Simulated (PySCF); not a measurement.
## NMR shielding calculation, with input and output: C6H18Si4

System: C6H18Si4.
Method: GIAO PBE/pcSseg-1 NMR shielding, non-relativistic, gas phase (PySCF 2.14.0).

The geometry comes from this level: PBE0-D3(BJ)/def2-SVP. It belongs to a series of runs on one base structure; here: constitutional isomer. Figures and captions count atoms from 1; the log counts them from 0 in places.

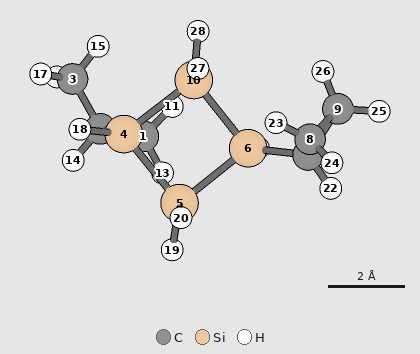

**Figure 1.** The input geometry (ball-and-stick view, seen at a tilt; atoms are numbered from 1 in the order of the input).

**The input**
```
{"job": {"kind": "nmr", "xc": "PBE", "basis": "pcSseg-1", "pop": false}, "charge": 0, "multiplicity": 1}
C     -2.968984    -1.219130     0.586917
C     -3.389133     0.166735     1.067535
C     -4.410264     0.809068     0.131110
Si    -1.888523     1.316204     1.327073
Si    -0.100081     0.247461     2.448523
Si     0.775901    -0.378361     0.339666
C      2.628312    -0.335745     0.082865
C      3.355906     0.982323    -0.005305
C      3.215932     0.134781    -1.226139
Si    -0.498603     1.389010    -0.591328
H     -2.478359    -1.171854    -0.400005
H     -3.843973    -1.882389     0.481328
H     -2.267082    -1.708098     1.281215
H     -3.844145     0.067100     2.070743
H     -3.991395     0.946950    -0.879740
H     -5.307447     0.174622     0.030451
H     -4.739706     1.796162     0.490924
H     -2.345190     2.636696     1.868581
H     -0.419329    -0.812812     3.457842
H      0.800509     1.264459     3.083143
H      0.199019    -1.696783    -0.083092
H      3.175649    -1.143505     0.583061
H      2.767292     1.903800     0.051123
H      4.337437     1.053131     0.470978
H      4.099238    -0.387950    -1.603439
H      2.529887     0.470722    -2.010779
H      0.310705     2.652360    -0.598479
H     -1.111267     1.208943    -1.946438
```

The first line tells a small driver script what to run in PySCF; the rest is the geometry in Å.

Command:
```bash
OMP_NUM_THREADS=1 python <driver script> task.json out
```

**What the program printed**
```
coarse grid: 24176 points
cycle   1  E = -1396.2091228995  dE =  4.456e-01  |g| = 6.934e-01  |ddm| = 4.838e+00
cycle   2  E = -1395.9372692746  dE =  2.719e-01  |g| = 1.207e+00  |ddm| = 2.005e+00
cycle   3  E = -1396.3399502703  dE = -4.027e-01  |g| = 1.194e-01  |ddm| = 1.498e+00
cycle   4  E = -1396.3436247206  dE = -3.674e-03  |g| = 5.359e-02  |ddm| = 2.468e-01
cycle   5  E = -1396.3443876393  dE = -7.629e-04  |g| = 1.027e-02  |ddm| = 7.427e-02
cycle   6  E = -1396.3444096505  dE = -2.201e-05  |g| = 4.862e-03  |ddm| = 1.668e-02
cycle   7  E = -1396.3444159730  dE = -6.323e-06  |g| = 8.070e-04  |ddm| = 6.571e-03
final grid: 211648 points
cycle   8  E = -1396.4230283751  dE = -3.958e-05  |g| = 1.637e-02  |ddm| = 4.684e-02
cycle   9  E = -1396.4228849707  dE =  1.434e-04  |g| = 2.805e-02  |ddm| = 4.401e-02
cycle  10  E = -1396.4230960684  dE = -2.111e-04  |g| = 2.324e-03  |ddm| = 3.112e-02
cycle  11  E = -1396.4230973528  dE = -1.284e-06  |g| = 7.277e-04  |ddm| = 3.858e-03
cycle  12  E = -1396.4230974952  dE = -1.424e-07  |g| = 8.392e-05  |ddm| = 9.353e-04
cycle  13  E = -1396.4230974968  dE = -1.552e-09  |g| = 4.181e-05  |ddm| = 1.785e-04
cycle  14  E = -1396.4230974973  dE = -4.929e-10  |g| = 7.822e-06  |ddm| = 6.346e-05
```

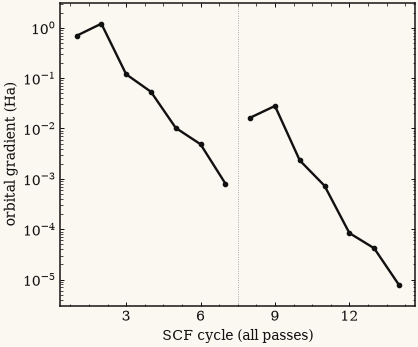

**Figure 2.** Convergence of the self-consistent field: orbital gradient against the SCF cycle. The dotted line marks the change from a coarse to the final integration grid. The first 7 cycles use a coarse grid, the final grid takes over at cycle 8, and the field converges after 14 cycles in all.

```
converged SCF energy = -1396.4230974973

GIAO shielding tensors (ppm)
atom      isotropic    diamagn.    paramagn.     s11        s22        s33       span
  0 C      156.423     251.582     -95.159    143.244    149.402    176.624     33.380
  1 C      163.510     253.127     -89.617    156.622    164.377    169.533     12.911
  2 C      156.203     245.115     -88.913    139.603    147.141    181.864     42.261
  3 Si     377.740     885.566    -507.826    330.972    368.812    433.437    102.465
  4 Si     435.493     884.312    -448.819    394.270    446.037    466.173     71.903
  5 Si     368.949     883.119    -514.170    292.647    374.189    440.012    147.365
  6 C      183.443     251.400     -67.957    149.003    177.893    223.433     74.430
  7 C      175.267     254.936     -79.669    147.031    169.924    208.846     61.815
  8 C      172.332     253.788     -81.455    143.765    168.076    205.157     61.392
  9 Si     448.420     884.095    -435.675    401.583    465.857    477.821     76.238
 10 H       30.417      34.101      -3.685     26.362     30.940     33.948      7.586
 11 H       29.948      30.025      -0.077     25.398     27.402     37.044     11.647
 12 H       29.912      33.459      -3.547     25.011     30.082     34.644      9.633
 13 H       29.775      30.664      -0.889     26.008     27.588     35.729      9.721
 14 H       30.294      29.830       0.464     26.012     30.325     34.547      8.535
 15 H       29.903      26.102       3.800     25.400     26.922     37.385     11.985
 16 H       29.940      27.094       2.847     25.236     27.817     36.768     11.532
 17 H       26.633      32.514      -5.881     22.808     24.937     32.156      9.348
 18 H       27.057      31.001      -3.944     23.240     24.550     33.381     10.141
 19 H       27.142      31.560      -4.418     23.896     25.789     31.739      7.843
 20 H       26.186      32.228      -6.042     21.958     26.652     29.947      7.988
 21 H       31.265      30.820       0.445     23.579     28.220     41.997     18.417
 22 H       30.741      32.861      -2.120     24.199     29.853     38.171     13.973
 23 H       30.492      29.025       1.467     24.632     25.998     40.847     16.215
 24 H       30.440      28.804       1.637     24.469     25.928     40.923     16.454
 25 H       30.984      32.189      -1.206     24.333     30.556     38.062     13.728
 26 H       27.515      31.579      -4.065     23.938     27.076     31.530      7.591
 27 H       27.262      30.824      -3.562     22.773     25.693     33.319     10.546
```

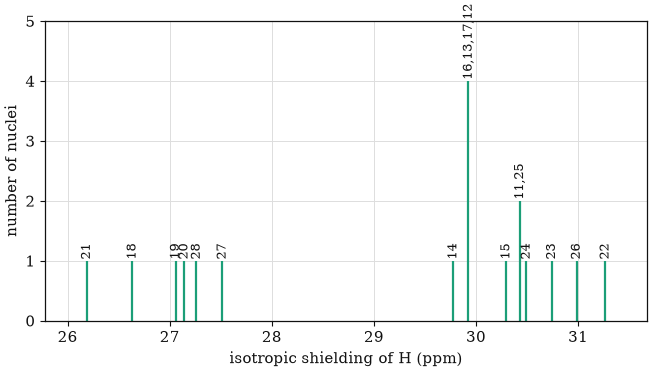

**Figure 3.** Isotropic shieldings of the hydrogen nuclei in this fixed geometry, labelled by atom number; shielding grows to the right, so chemical shift grows to the left. The least shielded is H21 (26.2 ppm), the most shielded H22 (31.3 ppm).

**Key numbers**

```csv
quantity,value
outcome,converged
total energy,−1396.423097 hartree
HOMO,−6.07 eV
LUMO,−1.69 eV
dipole moment,0.64 D
"isotropic shielding, C",156.2 to 183.4 ppm
"isotropic shielding, Si",368.9 to 448.4 ppm
"isotropic shielding, H",26.2 to 31.3 ppm
hardware,"1 CPU thread, shared host"
wall time,1.7 min
peak memory,1.2 GiB
```
